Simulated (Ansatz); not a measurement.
# k-point convergence of GW for OsClF (1T monolayer (Janus))

Wanted: mesh convergence of the gap correction in OsClF (1T monolayer (Janus)).

Method: G0W0 on PBEsol, plane waves, PAW, in Ansatz 0.2.0.

## Step 1: Set-up

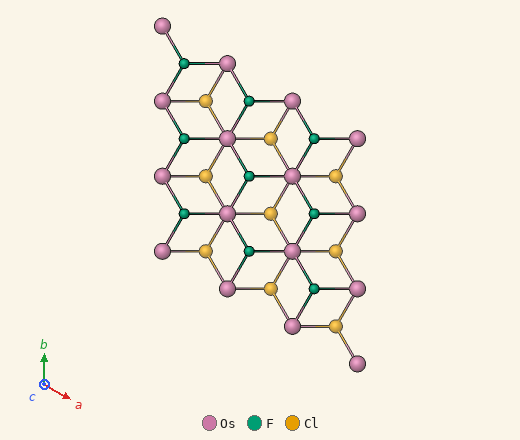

The starting structure, seen from above (osmium pink, fluorine teal, chlorine orange). 3×3×1 cells are drawn. Some periodic images of atoms are drawn too.

The cell holds 3 atoms: 1 Os, 1 F and 1 Cl. Its edges and angles: a = 3.437 Å, b = 3.437 Å, c = 27.400 Å, α = 90.0°, β = 90.0°, γ = 120.0°. Vacuum lies along c.

The structure was relaxed with PBEsol. The runs that relaxed it are not among those shown. Spin-orbit coupling is left out unless a step names it. The default PAW set here is soft_2. Its files were made with PBE. The Coulomb interaction is cut off across the vacuum.

## Step 2: The 3×3×1 mesh

G0W0 replaces the xc potential by the self-energy, built once from these orbitals. Only a window of levels is corrected, while the sums run over the empty bands that the input names.

Input file input.yaml:

```yaml
crystal:
  lattice:
    - [3.436665523, 0.0, 0.0]
    - [-1.7183327615, 2.9762396473, 0.0]
    - [0.0, 0.0, 27.4]
  atoms:
    - { symbol: Os, position: [0.0, 0.0, 0.4997844686] }
    - { symbol: F, position: [0.3333333333, 0.6666666667, 0.5383268883] }
    - { symbol: Cl, position: [0.6666666667, 0.3333333333, 0.4616731117] }
  periodic: [true, true, false]
kpoints:
  mp_grid: { grid: [3, 3, 1] }
hamiltonian:
  xc: pbesol
scf:
  occupations: { method: fixed }
gw:
  n_empty_bands: 173
  ecut_chi: 42.0
  qp_bands: [v2, c2]
  qp_kpoints: band_edges
  screening: { model: contour_deformation }
```

Launch:

```
$ ansatz run input.yaml --threads 8 --pin off --max-ram 13824MiB --backend cpu --events-out ev --progress --plain --runs-dir out
```

Numbers of over 12 decimals in the logs are rounded to 6 here.

The log of the run:

```text
Engine: ansatz 0.2.0, aarch64-unknown-linux-gnu
Pseudopotentials: kind: paw
Pseudopotential: Os, paw, valence charge 16, recommended cutoff 420 eV (normal), Os.paw.azcp
Pseudopotential: F, paw, valence charge 7, recommended cutoff 420 eV (normal), F.paw.azcp
Pseudopotential: Cl, paw, valence charge 7, recommended cutoff 420 eV (normal), Cl.paw.azcp
Functional definition: PBEsol
  exchange = pbesol_x
  correlation = pbesol_c
Crystal: 3 atoms, lattice volume = 280.257 Å³
Basis set: ecut = 420 eV, 5431 PW (Γ)
Bands: 19, of which v1, the nominal top of the filled ones, is band 15 counted from 1 (14 counted from 0)
Symmetry: 6 space group operations
Space group: P3m1 (ITA 156), of the structure as read, at distance tolerance 6.5e-5 Å
k-points: 3 of 9 (time reversal used)
Non-local potential: Os, projectors of the file, l = 0: 3, l = 1: 2, l = 2: 2, l = 3: 1
Non-local potential: F, projectors of the file, l = 0: 2, l = 1: 2, l = 2: 1
Non-local potential: Cl, projectors of the file, l = 0: 2, l = 1: 2, l = 2: 2
PAW form: soft (Blöchl's): semilocal exchange-correlation on the pseudo side does not see the compensation charge
PAW frozen core: Os, regenerated for the run's functional, and the local potential with it (the file was generated under x = pbe(κ = 0.804, μ = 0.219515), c = pbe(β = 0.066725))
PAW frozen core: F, regenerated for the run's functional, and the local potential with it (the file was generated under x = pbe(κ = 0.804, μ = 0.219515), c = pbe(β = 0.066725))
PAW frozen core: Cl, regenerated for the run's functional, and the local potential with it (the file was generated under x = pbe(κ = 0.804, μ = 0.219515), c = pbe(β = 0.066725))
PAW one-centre angular grid: Os, 590 points (default); XC on 64 Gauss nodes
PAW one-centre angular grid: F, 110 points (default); XC on 64 Gauss nodes
PAW one-centre angular grid: Cl, 110 points (default); XC on 64 Gauss nodes
Initial density: superposition of atomic densities (neutral atoms: chi_scale 0, normalization atom), corrected by the library's trained network
Initial wavefunctions: pseudopotential atomic-orbital guess
Functional: x = pbesol(κ = 0.804, μ = 0.123457), c = pbesol(β = 0.046)
SCF iter   1: F=—  HF=-13109.890917 eV  |F-HF|=—  |Δ(HF+E_count)|=         —  Δρ=5.61e-3  dr2=1.32e-1  ethr=1.77e-3  ⟨swp⟩=8.0  Hψ=383  notcnv=0  defer=6
preconditioner: auto → none  [insulator: Δε(μ)=1.571 eV  Ē_g=9.676 eV  n_scr=16 (ndim 8)  ℏωp=9.9 eV  f_vac=0.810  ε∞_Penn≈2.1]
SCF iter   2: F=—  HF=-13109.913980 eV  |F-HF|=—  |Δ(HF+E_count)|=   2.31e-2  Δρ=4.98e-3  dr2=3.26e-1  ethr=4.40e-4  ⟨swp⟩=4.7  Hψ=167  notcnv=0  defer=5  recentre
SCF iter   3: F=—  HF=-13109.872754 eV  |F-HF|=—  |Δ(HF+E_count)|=   4.12e-2  Δρ=2.96e-3  dr2=4.35e-2  ethr=4.40e-4  ⟨swp⟩=4.0  Hψ=97  notcnv=0  defer=6
SCF iter   4: F=—  HF=-13109.867745 eV  |F-HF|=—  |Δ(HF+E_count)|=   5.01e-3  Δρ=8.25e-4  dr2=1.04e-3  ethr=1.45e-4  ⟨swp⟩=3.3  Hψ=133  notcnv=0  defer=6
SCF iter   5: F=—  HF=-13109.868134 eV  |F-HF|=—  |Δ(HF+E_count)|=   3.89e-4  Δρ=2.59e-4  dr2=9.98e-5  ethr=3.48e-6  ⟨swp⟩=3.7  Hψ=148  notcnv=0  defer=6
SCF iter   6: F=—  HF=-13109.868253 eV  |F-HF|=—  |Δ(HF+E_count)|=   1.19e-4  Δρ=1.20e-4  dr2=3.07e-5  ethr=3.33e-7  ⟨swp⟩=3.7  Hψ=120  notcnv=0  defer=6
SCF iter   7: F=—  HF=-13109.868259 eV  |F-HF|=—  |Δ(HF+E_count)|=   5.78e-6  Δρ=3.69e-5  dr2=2.83e-6  ethr=1.02e-7  ⟨swp⟩=3.3  Hψ=104  notcnv=0  defer=6
SCF iter   8: F=—  HF=-13109.868263 eV  |F-HF|=—  |Δ(HF+E_count)|=   3.55e-6  Δρ=1.33e-5  dr2=2.26e-7  ethr=9.45e-9  ⟨swp⟩=3.7  Hψ=125  notcnv=0  defer=6
SCF iter   9: F=-13109.868263 eV  HF=-13109.868263 eV  |F-HF|=1.22e-8  |Δ(HF+E_count)|=   6.06e-7  Δρ=2.62e-6  dr2=7.20e-9  ethr=3.33e-10  ⟨swp⟩=15.3  Hψ=302  notcnv=0
SCF 1 converged in 9 iterations: F = -13109.868263 eV  dr2 = 7.20e-9
[...]
NSCF: frozen V_eff on 3 k-points
G₀W₀ screening: q 1/3
[... further progress lines ...]
NSCF: frozen V_eff on 1 k-points
SCF converged after 9 iterations
Free energy (F): -13109.868263 eV
Harris-Foulkes:  -13109.868263 eV  (|F-HF|=1.22e-8)
Internal energy: -13109.868263 eV  (E = F + TS)
E sigma→0 (E₀):  -13109.868263 eV
Fermi energy:    -4.978186 eV
--- Per-component energies (eV) ---
  E_band       = -756.188182
  E_kinetic    = 936.735466
  E_local      = -48730.091782  (includes V_loc(G=0)·N_el)
  E_nonlocal   = 104.142243
  E_hartree    = 23857.169025
  E_xc         = -448.593838
  E_vxc        = -504.902401  (∫ρ·V_xc dr)
  E_paw        = -9716.099508  (= ΣΔE_a)
  E_vpaw       = -276.414932  (= ΣTr[D̂ρ^β])
  E_aug_tail   = 0.002089  (compensation charges beyond the density's cutoff)
  E_ewald      = 20886.499234
  E_core_change = 0.368808  (= ΣΔE_core)
  E_smearing   = -0.000000  (= −TS)
  E_closure    = 0.000000  (closes the sum)
  Σ components = -13109.868263   (vs F -13109.868263, Δ=0.00e0)
--- Band table (eV) ---
  k-point 0: bands = [... 11 lower, -9.8333, -6.3739, -6.3739, -4.9782, -2.3291 (-2.3291°), -2.3291 (-2.3291°), -2.1667, -0.8218]
  k-point 1: bands = [... 11 lower, -9.7858, -6.2213, -5.4705, -5.2609, -3.3626, -2.5437, 0.1866, 0.3903]
  k-point 2: bands = [... 11 lower, -10.5449, -5.9146, -5.6992, -5.2559, -3.2728, -2.5229, 1.0293, 2.1830]
  ° read free of the cell's end (the report's vacuum.weakly_bound_levels)
--- G₀W₀: contour deformation, 7 samples at zero and on the imaginary axis and 1 off it, 9 q-points, 173 empty bands' worth ---
  eigenvalues of the whole cell's RPA ε∞ on this k-mesh (on a slab, of 1 + 4πα/V) = 1.1143, 2.1532, 2.1532; static W/v taken at q = 0 is 0.623338
  gw.qp_kpoints: band_edges: 3 of 3 stored k-points solved, in 1 pass; an edge of the gap read off the rows below is read off those points alone
  `?` marks the rows in doubt; gw_qp.tsv's column doubts and the gw_qp event give each row's grounds
    ik  band        ε_KS         Σx   Σc(E_QP)       V_xc       Z   E_QP_lin       E_QP  E_QP is
     0    14     -6.3739   -25.1891     3.6146   -21.5536  0.6420    -6.3948    -6.3948  root
     0    15     -4.9782   -23.1878     2.8133   -20.2367  0.6988    -5.1169    -5.1160  root
     0    16     -2.3291   -17.7675    -4.2260   -23.2605  0.6844    -0.9221    -1.0620  root ?
     0    17     -2.3291   -17.7675    -4.2260   -23.2605  0.6844    -0.9221    -1.0620  root ?
     1    14     -5.4705   -26.6748     3.5455   -23.0377  0.6876    -5.5625    -5.5621  root
     1    15     -5.2609   -25.9639     3.2312   -22.6316  0.6878    -5.3625    -5.3620  root
     1    16     -3.3626   -16.8976    -3.5590   -21.6788  0.7184    -2.0464    -2.1403  root
     1    17     -2.5437   -18.0064    -4.2766   -23.5854  0.6876    -1.1084    -1.2414  root ?
     2    14     -5.6992   -26.0058     2.9440   -22.9243  0.6940    -5.8375    -5.8366  root
     2    15     -5.2559   -26.3506     3.4889   -22.7043  0.6965    -5.4145    -5.4134  root
     2    16     -3.2728   -18.2107    -3.2332   -22.6985  0.7117    -1.9149    -2.0183  root ?
     2    17     -2.5229   -19.0974    -4.6705   -25.0601  0.6782    -1.0835    -1.2306  root ?
```

Elapsed: 11 s, on 8 threads of Arm Neoverse N1, shared host; peak memory 1.1 GiB.

This step gave:

| Item | Value |
| --- | --- |
| bands summed | 188 |
| plane waves in the screening matrix | 167 |
| q-points in the mesh | 9 |
| G0W0 gap on the mesh | 2.976 eV |
| k of the valence top | 0, 0, 0 |
| k of the conduction bottom | 0, 0.3333, 0 |
| starting gap on the mesh | 1.616 eV |
| Z at the valence top | 0.6988 |
| Z at the conduction bottom | 0.7184 |
| least direct G0W0 gap on the computed points | 3.222 eV |

The gap on the mesh goes from 1.62 eV to 2.98 eV, a correction of +1.36 eV. Between the two edge states, bare exchange in place of the xc potential would open the gap by 7.73 eV, and correlation takes back 6.37 eV.

## Step 3: The 6×6×1 mesh

Only the mesh changes. It samples the long-range screening, which converges on its own terms.

input.yaml: that of step 2 with these lines changed.

```diff
@@ -11,3 +11,3 @@
 kpoints:
-  mp_grid: { grid: [3, 3, 1] }
+  mp_grid: { grid: [6, 6, 1] }
 hamiltonian:
```

The log of the run:

```text
[...]
Crystal: 3 atoms, lattice volume = 280.257 Å³
Basis set: ecut = 420 eV, 5431 PW (Γ)
Bands: 19, of which v1, the nominal top of the filled ones, is band 15 counted from 1 (14 counted from 0)
[... 1 set-up line as in the run before ...]
[...]
k-points: 7 of 36 (time reversal used)
[...]
SCF iter   1: F=—  HF=-13109.785636 eV  |F-HF|=—  |Δ(HF+E_count)|=         —  Δρ=5.45e-3  dr2=1.11e-1  ethr=1.77e-3  ⟨swp⟩=7.9  Hψ=869  notcnv=0  defer=14
[...]
SCF iter   9: F=-13109.766772 eV  HF=-13109.766772 eV  |F-HF|=5.31e-9  |Δ(HF+E_count)|=   6.03e-8  Δρ=2.98e-6  dr2=1.61e-8  ethr=3.33e-10  ⟨swp⟩=15.4  Hψ=731  notcnv=0
SCF 1 converged in 9 iterations: F = -13109.766772 eV  dr2 = 1.61e-8
[...]
NSCF: frozen V_eff on 7 k-points
G₀W₀ screening: q 1/7
[... further progress lines ...]
SCF converged after 9 iterations
Free energy (F): -13109.766772 eV
[...]
2    14     -5.4334   -26.5922     3.6257   -23.0287  0.6566    -5.3714    -5.3711  root
     2    15     -5.2258   -25.9297     3.3488   -22.6102  0.6556    -5.1966    -5.1965  root
     2    16     -3.3374   -16.9039    -3.7093   -21.6302  0.6860    -2.2352    -2.3203  root
     2    17     -2.5144   -18.0075    -4.4854   -23.5637  0.6488    -1.3140    -1.4437  root ?
[...]
3    17     -2.5043   -18.5131    -4.3855   -23.9500  0.6455    -1.3272    -1.4529  root ?
[...]
4    17     -2.6717   -16.7022    -4.1452   -21.8762  0.6692    -1.5316    -1.6429  root ?
[...]
5    16     -3.4381   -17.7489    -3.9212   -22.7305  0.6806    -2.2820    -2.3776  root
     5    17     -2.5424   -18.2871    -4.4314   -23.7586  0.6503    -1.3786    -1.5023  root ?
     6    14     -5.6768   -25.8148     2.9651   -22.8936  0.6604    -5.6330    -5.6328  root
     6    15     -5.2241   -26.3244     3.6175   -22.6859  0.6657    -5.2451    -5.2451  root
     6    16     -3.2443   -18.1386    -3.5101   -22.6788  0.6748    -2.1174    -2.2142  root
     6    17     -2.4930   -19.1533    -4.8252   -25.0378  0.6391    -1.3019    -1.4338  root ?
[key lines of the parts left out:]
Fermi energy:    -4.882453 eV
```

Run time: 36 s. Hardware: 8 threads; peak memory 2.1 GiB.

Numbers from this step:

| Item | Value |
| --- | --- |
| bands summed | 188 |
| plane waves in the screening matrix | 167 |
| q-points in the mesh | 36 |
| G0W0 gap on the mesh | 2.525 eV |
| k of the valence top | 0, 0.1667, 0 |
| k of the conduction bottom | 0, -0.5, 0 |
| starting gap on the mesh | 1.424 eV |
| Z at the valence top | 0.6672 |
| Z at the conduction bottom | 0.6796 |
| least direct G0W0 gap on the computed points | 2.753 eV |

Against the run with 3×3×1 mesh, 173 empty bands, screening to 42 eV, the gap moves by −0.45 eV, while the start moved by −0.19 eV. A band edge is found at another k point on this mesh.

## Step 4: The 9×9×1 mesh

input.yaml: that of step 3 with these lines changed.

```diff
@@ -11,3 +11,3 @@
 kpoints:
-  mp_grid: { grid: [6, 6, 1] }
+  mp_grid: { grid: [9, 9, 1] }
 hamiltonian:
```

The log of the run:

```text
[...]
Crystal: 3 atoms, lattice volume = 280.257 Å³
Basis set: ecut = 420 eV, 5431 PW (Γ)
Bands: 19, of which v1, the nominal top of the filled ones, is band 15 counted from 1 (14 counted from 0)
[... 1 set-up line as in the run before ...]
[...]
k-points: 12 of 81 (time reversal used)
[...]
10    17     -2.5222   -18.6486    -4.5986   -24.2827  0.6457    -1.3492    -1.4867  root ?
    11    14     -5.6761   -25.8093     2.9605   -22.8938  0.6604    -5.6311    -5.6309  root
    11    15     -5.2236   -26.3235     3.6152   -22.6862  0.6661    -5.2457    -5.2457  root
    11    16     -3.2439   -18.1415    -3.5082   -22.6788  0.6745    -2.1162    -2.2148  root
    11    17     -2.4925   -19.1611    -4.8270   -25.0379  0.6389    -1.3025    -1.4427  root ?
[key lines of the parts left out:]
SCF converged after 8 iterations
Free energy (F): -13109.766837 eV
Fermi energy:    -4.880803 eV
```

It took 2.2 min on 8 threads; peak memory 2.3 GiB.

This step gave:

```yaml
bands_summed: 188
plane_waves_in_the_screening_matrix: 167
g0w0_gap_on_the_mesh: 2.504 eV
k_of_the_valence_top: 0, 0.1111, 0
k_of_the_conduction_bottom: 0.2222, 0.2222, 0
starting_gap_on_the_mesh: 1.372 eV
least_direct_g0w0_gap_on_the_computed_points: 2.754 eV
```

Against the run with 6×6×1 mesh, 173 empty bands, screening to 42 eV, the gap moves by −0.02 eV, while the start moved by −0.05 eV. A band edge is found at another k point on this mesh.

## Step 5: The meshes together

Times are wall times on 8 threads of Arm Neoverse N1, shared host, good to a factor of about two.

```
 mesh  points  irreducible  start (eV)  G0W0 (eV)  shift (eV)  mean of 1 + 4πα/V (set by the cell height)     time
3×3×1       9            3       1.616      2.976      +1.360                                        1.81     11 s
6×6×1      36            7       1.424      2.525      +1.102                                        2.41     36 s
9×9×1      81           12       1.372      2.504      +1.133                                        2.41  2.2 min
```

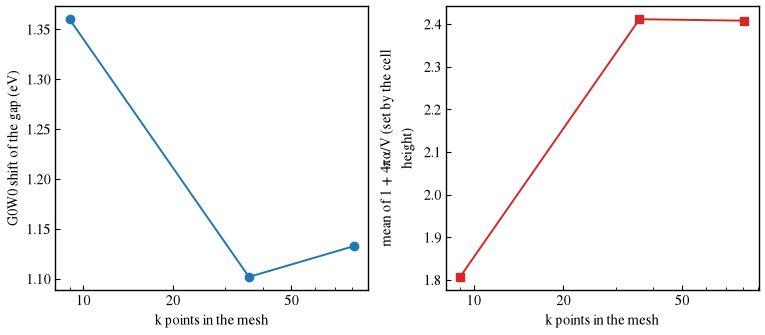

Shift and screening against the mesh.

## Step 6: What came out

```json
{"3×3×1": "2.976 eV (shift +1.360)", "6×6×1": "2.525 eV (shift +1.102)", "9×9×1": "2.504 eV (shift +1.133)", "settings": "PBEsol start, 173 empty bands, 42 eV"}
```

The shift is +1.36 eV on 3×3×1 and +1.13 eV on 9×9×1. On 9×9×1 the edges lie at (0.000, 0.111, 0.000) and (0.222, 0.222, 0.000), on 6×6×1 at (0.000, 0.167, 0.000) and (0.000, 0.500, 0.000), so these two shifts belong to different pairs of states. The mean of 1 + 4πα/V (set by the cell height) ranges from 1.81 to 2.41 and ends at 2.41. The starting gap changes too, by 0.24 eV, since the meshes hold different points and converge the density differently. From 9 to 81 points the time grows 12-fold. Bands and cutoff are modest here, so the values stand off the basis limit. The mesh in the plane is coarse for a sheet; gap and any exciton binding can still move on denser ones. The runs have no spin polarisation. For a closed low-spin shell that is the natural state; where a d or f shell is open it is a constraint, and the gap is then not the crystal's own. With d states at the gap, one-shot GW leans hard on its start. The many-body steps are scalar-relativistic: spin-orbit coupling is not in them.

[Paths, hosts, dates, memory and timing lines, banners, echoed tables and standing remarks are left out of the program output.]

[Logs are printed without paths, hosts, clocks, repeated set-up lines and the standing remarks that a program may print on its own settings, such as how far it seeks lower states.]

[Runs of the session that timed out or met a known fault of the program may be left out.]

[Cells called generated may have been cut or substituted from an entry of the Crystallography Open Database or the Materials Project.]

[Hosts, paths, dates, database ids (printed as entryN), source tags and the programs' standing remarks are cut or masked in the printed files.]
